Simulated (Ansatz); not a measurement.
**NH₃+ (doublet): correlated methods under varied settings at distance N1–H2 = 1.898 Å**

Aim: run NH₃+ (doublet) at one geometry under a spread of methods and options, and see what each costs and gives.

Method: the settings change from run to run; program: Ansatz 0.2.0, Gaussian basis.

14 further runs of the same task are left out: 8 that didn't finish, 6 set aside as unsound or not needed.

## Step 1: The geometry

The geometry derives from a PBE0/def2-TZVP stationary point (not a proven minimum). One bond is set to the value named and the two fragments are kept rigid.

4 atoms, charge 1, spin multiplicity 2.

Atoms are counted from 1 here; the program's logs count them from 0.

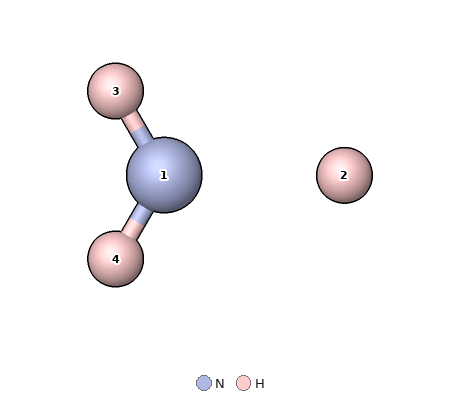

The geometry (nitrogen light blue, hydrogen pink); atoms are numbered from 1 in the order of the file.

As a file:

```xyz
4
H3N
N    -0.0517   -0.0007    0.0000
H     1.8461    0.0248   -0.0001
H    -0.5756    0.8793   -0.0028
H    -0.5518   -0.8944    0.0028
```

## Step 2: NEVPT2(3,2)/6-31G

The input, in.yaml:

```yaml
crystal:
  periodic: [false, false, false]
  atoms:
    - {symbol: N, position_ang: [-0.051716, -0.000695, 0.000004]}
    - {symbol: H, position_ang: [1.846113, 0.024797, -0.000126]}
    - {symbol: H, position_ang: [-0.575638, 0.879251, -0.002758]}
    - {symbol: H, position_ang: [-0.551814, -0.894396, 0.002836]}
basis:
  gaussian: {orbitals: 6-31G}
total_charge: 1
magnetization: {spin_polarized: false, initial_magnetization: 1}
hamiltonian: {pseudopotentials: {relativity: none}}
correlation: {method: sc_nevpt2, electrons: all, active_space: {window: {electrons: 3, orbitals: 2}}}
```

Launch:

```
$ ansatz run in.yaml --threads 1 --pin off --events-out ev --progress --plain --max-ram 2393MiB
```

Log:

```text
Functional definition: HF
  name "HF"
  cite "Fock, Z. Phys. 61, 126 (1930) doi:10.1007/BF01340294"
  parent pbe
  exchange = exact_x
  correlation = 0
228 factors; integrals over basis functions are off by at most 3.0e-4 eV
mean field evaluation 1: about -1512.0782 eV, gradient 3.6e1 eV
mean field evaluation 2: about -1512.0781 eV, gradient 3.5e1 eV
mean field evaluation 4: about -1514.4802 eV, gradient 1.3e1 eV
mean field evaluation 8: about -1515.4770 eV, gradient 1.6e-1 eV
mean field evaluation 16: about -1512.3696 eV, gradient 1.8e-2 eV
mean field -1515.47633951 eV, -55.6927282502 hartree, gradient 3.4e-6 eV, S^2 0.750000; 2 other end points of the search recorded, 0 dependent functions left out
reference -1515.47633951 eV, -55.6927282502 hartree; 5, 4 occupied and 10, 11 virtual orbitals, 228 factors
state -1515.47633951 eV, -55.6927282502 hartree
state -1515.47633951 eV, -55.6927282502 hartree; corrected -1518.21534424 eV, -55.7933848176 hartree
WARN: 1 active orbitals are nearly empty or full. The corrections depend on them more than the energy does, and are more stable in an active space without them
Total energy: -1518.21534424 eV, -55.7933848176 hartree
```

Wall time 0.12 s (1 thread of Arm Neoverse V1, shared host).

From the report: 1 determinant; active occupations 2.00, 1.00. The report marks this result as in doubt.

## Step 3: MRCISD+Q(7,5)/6-31G

Edit in.yaml of step 2 so:

```diff
@@ -11,3 +11,2 @@
 magnetization: {spin_polarized: false, initial_magnetization: 1}
-hamiltonian: {pseudopotentials: {relativity: none}}
-correlation: {method: sc_nevpt2, electrons: all, active_space: {window: {electrons: 3, orbitals: 2}}}
+correlation: {method: fic_mrcisd_q, electrons: outside_noble_gas, active_space: {window: {electrons: 7, orbitals: 5}}}
```

Launched as before.

Log (excerpt; [...] marks lines left out):

```text
Functional definition: HF
  name "HF"
  cite "Fock, Z. Phys. 61, 126 (1930) doi:10.1007/BF01340294"
  parent pbe
[...]
228 factors; integrals over basis functions are off by at most 3.0e-4 eV
[...]
mean field -1515.47633951 eV, -55.6927282502 hartree, gradient 3.4e-6 eV, S^2 0.750000; 2 other end points of the search recorded, 0 dependent functions left out
reference -1515.47633951 eV, -55.6927282502 hartree; 5, 4 occupied and 10, 11 virtual orbitals, 228 factors
state -1516.81334294 eV, -55.7418622199 hartree
contracted CI cycle   1: correlation 0.00000000 eV, 0.0000000000 hartree, residual 1.29e1 eV
contracted CI cycle   2: correlation -2.12243229 eV, -0.0779979481 hartree, residual 3.14e0 eV
contracted CI cycle   3: correlation -2.27515348 eV, -0.0836103481 hartree, residual 9.20e-1 eV
contracted CI cycle   4: correlation -2.29012006 eV, -0.0841603601 hartree, residual 1.97e-1 eV
contracted CI cycle   5: correlation -2.29077939 eV, -0.0841845898 hartree, residual 4.12e-2 eV
contracted CI cycle   6: correlation -2.29080648 eV, -0.0841855856 hartree, residual 8.62e-3 eV
contracted CI cycle   7: correlation -2.29080775 eV, -0.0841856321 hartree, residual 2.13e-3 eV
contracted CI cycle   8: correlation -2.29080783 eV, -0.0841856349 hartree, residual 5.30e-4 eV
state -1516.81334294 eV, -55.7418622199 hartree; corrected -1519.18965770 eV, -55.8291901767 hartree
Total energy: -1519.18965770 eV, -55.8291901767 hartree
```

Wall time 0.36 s (1 thread of Arm Neoverse V1, shared host).

From the report: 13 determinants; active occupations 2.00, 2.00, 1.83, 1.00, 0.17.

## Step 4: CASCI(1,3)/6-31G

Edit in.yaml of step 3 so:

```diff
@@ -11,2 +11,3 @@
 magnetization: {spin_polarized: false, initial_magnetization: 1}
-correlation: {method: fic_mrcisd_q, electrons: outside_noble_gas, active_space: {window: {electrons: 7, orbitals: 5}}}
+correlation: {active_space: {window: {electrons: 1, orbitals: 3}, fixed_orbitals: true}}
+scf: {lower_state_search: off}
```

Launched as before.

Log:

```text
Functional definition: HF
  name "HF"
  cite "Fock, Z. Phys. 61, 126 (1930) doi:10.1007/BF01340294"
  parent pbe
  exchange = exact_x
  correlation = 0
these checks for a lower state are left out or cut short: stability, starts, cluster_reference, orbital_swaps, neighbouring_geometries, increment
228 factors; integrals over basis functions are off by at most 3.0e-4 eV
mean field evaluation 1: about -1512.0782 eV, gradient 3.6e1 eV
mean field evaluation 2: about -1512.0781 eV, gradient 3.5e1 eV
mean field evaluation 4: about -1514.4802 eV, gradient 1.3e1 eV
mean field evaluation 8: about -1515.4770 eV, gradient 1.6e-1 eV
mean field -1515.47633951 eV, -55.6927282502 hartree, gradient 3.4e-6 eV, S^2 0.750000; 0 other end points of the search recorded, 0 dependent functions left out
reference -1515.47633951 eV, -55.6927282502 hartree; 5, 4 occupied and 10, 11 virtual orbitals, 228 factors
state -1515.47633951 eV, -55.6927282502 hartree
Total energy: -1515.47633951 eV, -55.6927282502 hartree
Checks for a lower state left out: stability, starts, cluster_reference, orbital_swaps, neighbouring_geometries, increment
```

It took 0.06 s on 1 thread of Arm Neoverse V1, shared host.

From the report: 1 determinant; active occupations 1.00, 0.00, 0.00. With so small a space the active step adds no correlation: the energy is the mean field's.

## Step 5: CCSD(T) on ROHF/6-31G

Edit in.yaml of step 4 so:

```diff
@@ -8,6 +8,6 @@
 basis:
-  gaussian: {orbitals: 6-31G}
+  gaussian: {orbitals: 6-31G, fitting: {mean_field: def2-universal-jkfit}}
 total_charge: 1
 magnetization: {spin_polarized: false, initial_magnetization: 1}
-correlation: {active_space: {window: {electrons: 1, orbitals: 3}, fixed_orbitals: true}}
-scf: {lower_state_search: off}
+correlation: {method: ccsd_t, electrons: outside_noble_gas}
+scf: {omitted_lower_state_checks: [cluster_reference]}
```

Same command.

Log (excerpt; [...] marks lines left out):

```text
Functional definition: HF
  name "HF"
  cite "Fock, Z. Phys. 61, 126 (1930) doi:10.1007/BF01340294"
  parent pbe
[...]
131 factors; integrals over basis functions are off by at most 1.6e-1 eV
[...]
mean field -1515.47637426 eV, -55.6927295272 hartree, gradient 1.1e-6 eV, S^2 0.750000; 2 other end points of the search recorded, 0 dependent functions left out
1 core orbitals not correlated: weight in the atoms' cores, before any rotation towards them, 1.000 or more for the frozen orbitals, at most 0.000 for the correlated occupied ones
reference -1515.47637426 eV, -55.6927295272 hartree; 4, 3 occupied and 10, 11 virtual orbitals, 131 factors
second order -2.85638488 eV of doubles, -0.04344255 eV of singles
cycle   1  -3.19707545 eV  change   -2.9e-1 eV  update   8.1e-2
[...]
cycle  13  -3.63751612 eV  change    5.5e-6 eV  update   5.4e-6
perturbative correction -0.07589135 eV, -0.0027889558 hartree
Total energy: -1519.18978173 eV, -55.8291947349 hartree
Checks for a lower state left out: cluster_reference
```

Wall time 0.3 s (1 thread of Arm Neoverse V1, shared host).

From the report: correlation -3.7134 eV; T1 0.050; largest double amplitude 0.20.

## Step 6: MRCISD+Q(relaxed)(1,5)/6-31G

The input, in.yaml:

```yaml
crystal:
  periodic: [false, false, false]
  atoms:
    - {symbol: N, position_ang: [-0.051716, -0.000695, 0.000004]}
    - {symbol: H, position_ang: [1.846113, 0.024797, -0.000126]}
    - {symbol: H, position_ang: [-0.575638, 0.879251, -0.002758]}
    - {symbol: H, position_ang: [-0.551814, -0.894396, 0.002836]}
basis:
  gaussian: {orbitals: 6-31G}
total_charge: 1
magnetization: {spin_polarized: false, initial_magnetization: 1}
correlation: {method: fic_mrcisd_q_relaxed, electrons: outside_noble_gas, active_space: {window: {electrons: 1, orbitals: 5}}}
```

The command is unchanged.

Log (excerpt; [...] marks lines left out):

```text
Functional definition: HF
  name "HF"
  cite "Fock, Z. Phys. 61, 126 (1930) doi:10.1007/BF01340294"
  parent pbe
[...]
228 factors; integrals over basis functions are off by at most 3.0e-4 eV
[...]
mean field -1515.47633951 eV, -55.6927282502 hartree, gradient 3.4e-6 eV, S^2 0.750000; 2 other end points of the search recorded, 0 dependent functions left out
reference -1515.47633951 eV, -55.6927282502 hartree; 5, 4 occupied and 10, 11 virtual orbitals, 228 factors
state -1515.47633951 eV, -55.6927282502 hartree
contracted CI cycle   1: correlation 0.00000000 eV, 0.0000000000 hartree, residual 1.47e1 eV
contracted CI cycle   2: correlation -3.00140446 eV, -0.1102995797 hartree, residual 3.30e0 eV
contracted CI cycle   3: correlation -3.33026978 eV, -0.1223851572 hartree, residual 1.63e0 eV
contracted CI cycle   4: correlation -3.40068396 eV, -0.1249728303 hartree, residual 6.69e-1 eV
contracted CI cycle   5: correlation -3.41200865 eV, -0.1253890050 hartree, residual 2.39e-1 eV
contracted CI cycle   6: correlation -3.41322051 eV, -0.1254335401 hartree, residual 5.14e-2 eV
contracted CI cycle   7: correlation -3.41326800 eV, -0.1254352854 hartree, residual 1.37e-2 eV
contracted CI cycle   8: correlation -3.41327100 eV, -0.1254353958 hartree, residual 3.98e-3 eV
contracted CI cycle   9: correlation -3.41327129 eV, -0.1254354064 hartree, residual 1.09e-3 eV
contracted CI cycle  10: correlation -3.41327132 eV, -0.1254354073 hartree, residual 2.61e-4 eV
state -1515.47633951 eV, -55.6927282502 hartree; corrected -1519.24816667 eV, -55.8313403417 hartree
WARN: 4 active orbitals are nearly empty or full. The corrections depend on them more than the energy does, and are more stable in an active space without them
Total energy: -1519.24816667 eV, -55.8313403417 hartree
```

Wall time 0.72 s (1 thread of Arm Neoverse V1, shared host).

From the report: 2 determinants; active occupations 1.00, 0.00, 0.00, 0.00, 0.00. The report marks this result as in doubt.

## Step 7: CCSD(T)/def2-mTZVP

The input, in.yaml:

```yaml
crystal:
  periodic: [false, false, false]
  atoms:
    - {symbol: N, position_ang: [-0.051716, -0.000695, 0.000004]}
    - {symbol: H, position_ang: [1.846113, 0.024797, -0.000126]}
    - {symbol: H, position_ang: [-0.575638, 0.879251, -0.002758]}
    - {symbol: H, position_ang: [-0.551814, -0.894396, 0.002836]}
basis:
  gaussian: {orbitals: def2-mTZVP}
total_charge: 1
magnetization: {spin_polarized: true, initial_magnetization: 1}
hamiltonian: {xc: {name: PBE0}}
correlation: {method: ccsd_t, electrons: outside_noble_gas}
accuracy: high
scf: {lower_state_search: off}
```

The command is unchanged.

Log (excerpt; [...] marks lines left out):

```text
Functional definition: PBE0
  name "PBE0"
  cite "Adamo & Barone, J. Chem. Phys. 110, 6158 (1999) doi:10.1063/1.478522"
  cite "Perdew, Burke & Ernzerhof, Phys. Rev. Lett. 77, 3865 (1996) doi:10.1103/PhysRevLett.77.3865"
  parent pbe
[...]
502 factors; integrals over basis functions are off by at most 3.8e-9 eV
[...]
mean field -1523.72439789 eV, -55.9958388050 hartree, gradient 1.5e-8 eV, S^2 0.900321; 0 other end points of the search recorded, 0 dependent functions left out
1 core orbitals not correlated: weight in the atoms' cores, before any rotation towards them, 1.000 or more for the frozen orbitals, at most 0.000 for the correlated occupied ones
reference -1516.61693338 eV, -55.7346443018 hartree; 4, 3 occupied and 23, 24 virtual orbitals, 502 factors
second order -4.12518054 eV of doubles, -0.14283438 eV of singles
cycle   1  -4.47517601 eV  change   -2.2e-1 eV  update   5.3e-2
[...]
cycle  29  -4.78391869 eV  change  -7.9e-10 eV  update  6.1e-10
perturbative correction -0.14439778 eV, -0.0053065205 hartree
WARN: these amplitudes may be one of several solutions (largest doubles amplitude 0.18, level shift 0.17 eV)
Total energy: -1521.54524985 eV, -55.9157565916 hartree
Checks for a lower state left out: stability, starts, cluster_reference, orbital_swaps, neighbouring_geometries, increment
```

It took 1.4 s on 1 thread of Arm Neoverse V1, shared host.

From the report: ⟨S²⟩ of the determinant 0.900 (pure doublet: 0.75); correlation -4.9283 eV; T1 0.028; largest double amplitude 0.18. The orbitals are Kohn-Sham ones, so correlation energy and T1 don't compare with those on Hartree-Fock orbitals. The report flags that the cluster equations may have other roots.

## Step 8: The runs in one table

Where basis and cores are those of an earlier FCI/6-31G run (-1519.2060 eV), and the state is the same kind, the miss against it is given. † marks a result that the program doubts.

```csv
level,correlated,functions,energy (eV),from FCI (meV),time
"NEVPT2(3,2)/6-31G †",all,15,-1518.2153,,0.12 s
"MRCISD+Q(7,5)/6-31G",outside noble gas,15,-1519.1897,16.3,0.36 s
"CASCI(1,3)/6-31G",,15,-1515.4763,3729.7,0.06 s
CCSD(T) on ROHF/6-31G,outside noble gas,15,-1519.1898,16.2,0.3 s
"MRCISD+Q(relaxed)(1,5)/6-31G †",outside noble gas,15,-1519.2482,-42.2,0.72 s
CCSD(T)/def2-mTZVP (on PBE0 orbitals) †,outside noble gas,28,-1521.5452,,1.4 s
```

## Step 9: Summary of results

```
quantity                                           value
    runs                                               6
quickest                        CASCI(1,3)/6-31G, 0.06 s
 slowest  CCSD(T)/def2-mTZVP (on PBE0 orbitals) †, 1.4 s
```

What this shows: Total energies in different bases, with other cores or another treatment of relativity can't be set against each other. CCSD(T)/def2-mTZVP (on PBE0 orbitals) † took 23 times as long as CASCI(1,3)/6-31G; the jobs differ in more than the method. Among the correlated runs with a miss given, it spans -42 to +16 meV. Hartree-Fock, CASSCF and CASCI lack dynamic correlation by design.
